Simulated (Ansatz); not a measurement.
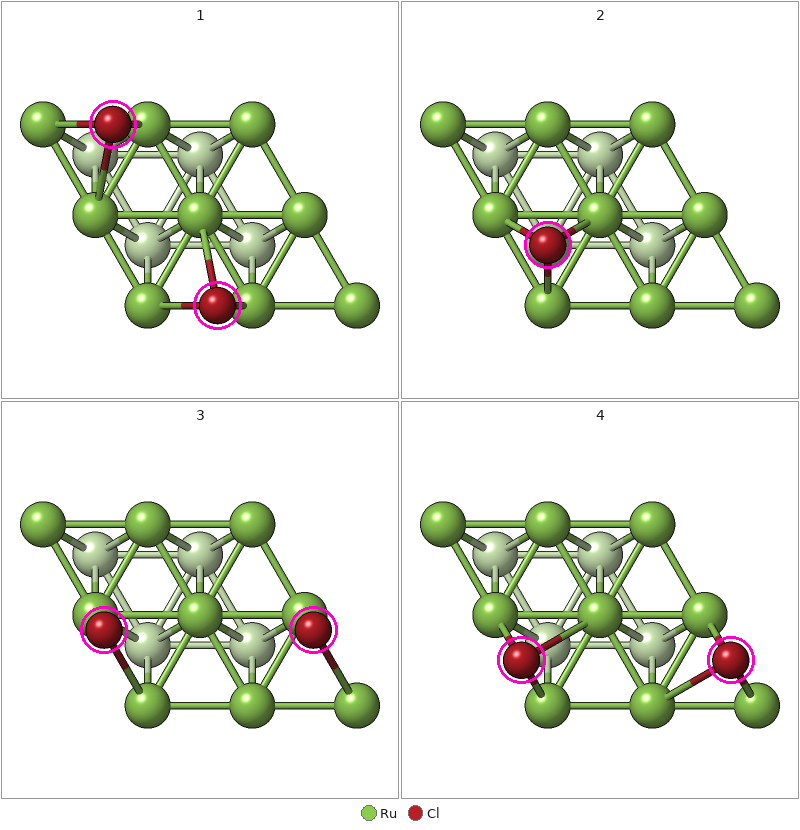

Cl on a Ru(001) slab cut from the P6_3/mmc phase, its upper half relaxed before the scan (16 atoms of substrate and one adsorbate in a 2 × 2 cell). Cl is moved over the surface cell; relaxed at each place: the height of the adsorbate's atoms; substrate rigid; the origin of the map has the adsorbate above Ru13. Places are given modulo a cell vector. The map is drawn in real space over the plane of the surface. The scan uses a 6 × 6 grid; 10 points were computed and 26 follow by symmetry. Places are given in fractions of the 1 × 1 surface cell. Energies are in eV, from the lowest grid point. All numbers below come from DFT PBE, scalar-relativistic, plane waves, PAW (Ansatz 0.2.0). Settings: cutoff 420 eV, k-mesh 6×6×1, gaussian smearing 0.1 eV, no spin polarisation.

The numbered pictures are structures from this grid. Rings mark the moved atoms.

Question: Which is the most stable, and how do the others follow?

Answer: 2, at a threefold hollow over a second-layer Ru atom, (2/6, 4/6) of the cell vectors: 0.051 eV; 4, at a bridge site between two Ru atoms, (0/6, 3/6) of the cell vectors: 0.164 eV; 1, at (4/6, 0/6) of the cell vectors [nearest 1 Ru at 2.33 Å]: 0.339 eV; 3, at (0/6, 5/6) of the cell vectors [nearest 1 Ru at 2.31 Å]: 0.517 eV.

The map, with the structures marked:

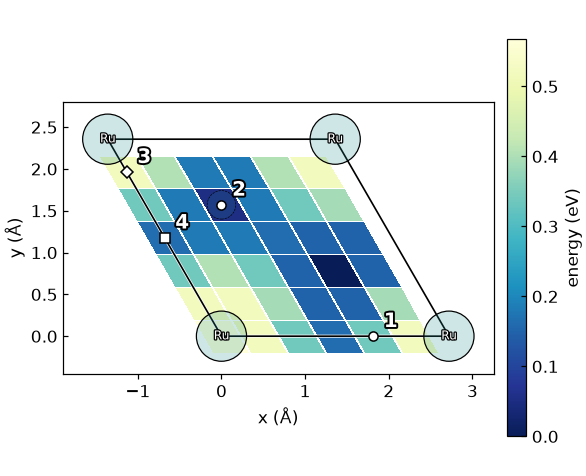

Drawn: one coloured cell a grid point, labelled circles for the atoms of the top layer and small ones for the second layer, the outline of one cell of the plane.

PAW datasets: the set soft_1.
